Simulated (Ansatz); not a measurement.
Cost and result by functional for the adsorption energy of OH on the 1x1 (101) surface of anatase TiO2 (cut with top plane O), one in a 2x1 cell, started at the site 'bridge O-O-O (span 3.8 Å)', in Ansatz (plane waves, PAW). Single points on the PBE structure, on one kind of machine; costs are rough ratios of the slab run's core time (references not counted) to the cheapest single point. r2SCAN's cost holds its higher cutoff (500 against 420 eV). Differences are taken against r2SCAN for comparison alone: no measured value is at hand, so the table doesn't rank accuracy. The points keep PBE's geometry, so the relaxation of a polaron and the settling of charge on one site are left out.

Host crystal: anatase TiO2, with a band gap (PBE, scalar-relativistic without spin-orbit coupling).

Model: 38-atom slab, 9.4 Å thick at the start under the adsorbate (thin: gaps and levels are the slab's own), 3x4x1 mesh, Fermi-Dirac 0.01 eV, dipole correction, 14 atoms held, the rest relaxed; no symmetry held; spin-polarised, ending with about 1.0 μB a cell; orders that need a larger cell were not tried, no spin-orbit, no U, no dispersion correction. At the end it is bonded to Ti. In PBE this state lies 0.08 eV over the lowest of the starts that converged ('top O #2'). These notes are the PBE run's. r2SCAN: The program's check for a lower electronic state was not made. Adsorption energies are against H2O(g) − ½ H2(g). A negative adsorption energy means that the adsorbate is more stable on the surface than in its reference.

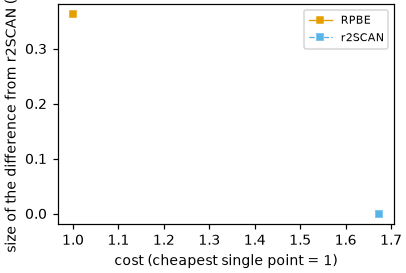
Figure. Difference from r2SCAN against cost

| functional | relative cost | adsorption energy (eV) | less r2SCAN (eV) |
|---|---|---|---|
| RPBE | 1 | 2.53 | 0.36 |
| r2SCAN | 2 | 2.17 | 0.00 |
| PBE (the relaxed run's value) | – | 2.37 | 0.21 |

The values span 0.36 eV, while the single points' costs differ by a factor of roughly 2. Differences are of unrounded values.

Ansatz is a first-principles code.
